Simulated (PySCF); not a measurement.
**AlO (charge +1, triplet): density, localisation and related maps**

```csv
atom,x (Å),y (Å),z (Å)
Al,0.0000,0.0000,-0.6480
O,0.0000,0.0000,1.0930
```

Method: PySCF, PBE0/def2-TZVP, non-relativistic Hamiltonian with scalar-relativistic core potentials where named, at a bond length of 1.741 Å.

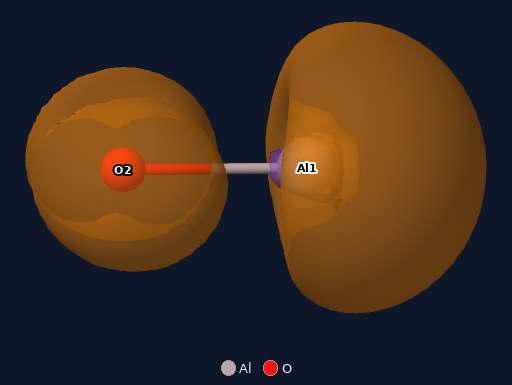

Figure 1. Isosurfaces of the spin density at +0.03 (orange) and −0.03 e/Å³ (purple), seen from one side.

**Where is the unpaired spin?**

The unpaired spin (2 electrons) lies mostly on O2 (about 1.1) and Al1 (about 0.9), in electrons by Hirshfeld's partition.

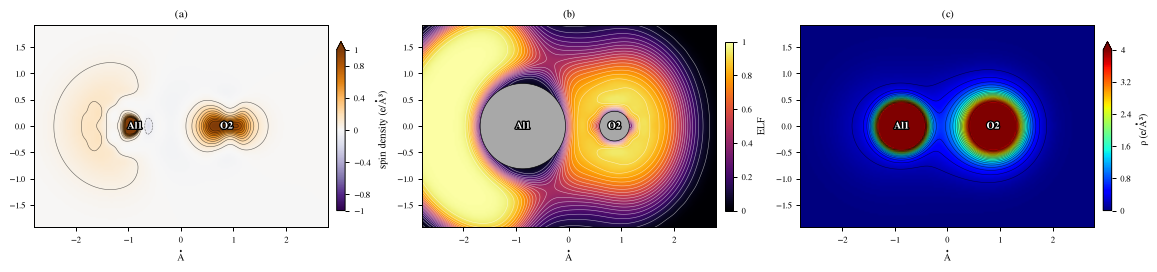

Figure 2. (a) spin density; (b) electron localisation function; (c) electron density on a plane that holds the molecular axis. Grey discs cover the atomic cores in the ELF map.

**Interpret the plot.**

- The plane passes through Al and O nuclei.
- Al–O (1.74 Å): the density is about 0.87 e/Å³ at the midpoint; the ELF peaks at about 0.90 in the valence shell of O, 0.6 Å from its nucleus, and is about 0.50 at the midpoint.
- The ELF also peaks beside O2, away from the bonds: non-bonding electrons, paired or unpaired.

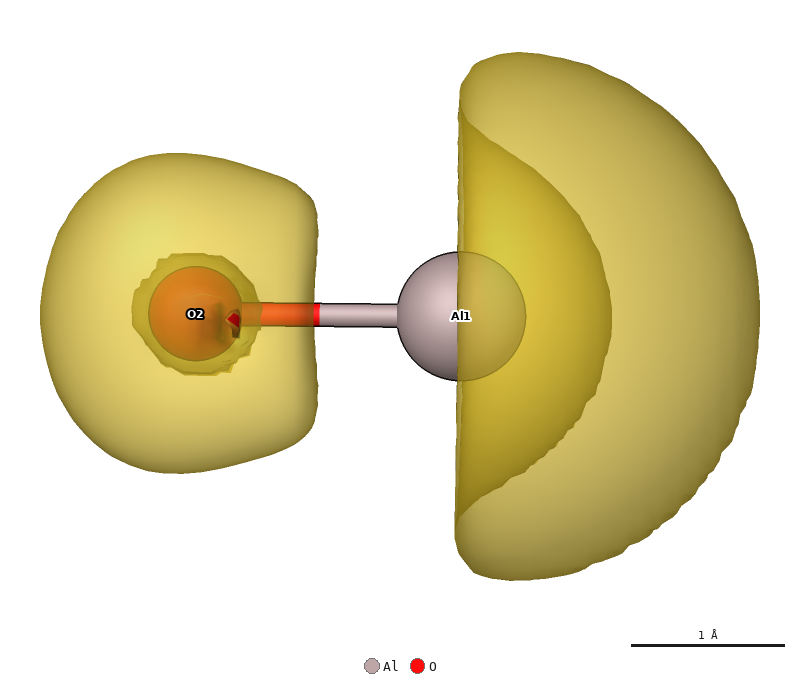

Figure 3. Isosurface of the ELF at 0.75 (yellow), seen from one side. Core shells and regions of very low density are left out.

**Identify the bonds, lone pairs and shells in this picture.**

The surface consists of one lobe on Al, pointing away from the bonds (non-bonding electrons) and one region wrapped around O (its valence shell).
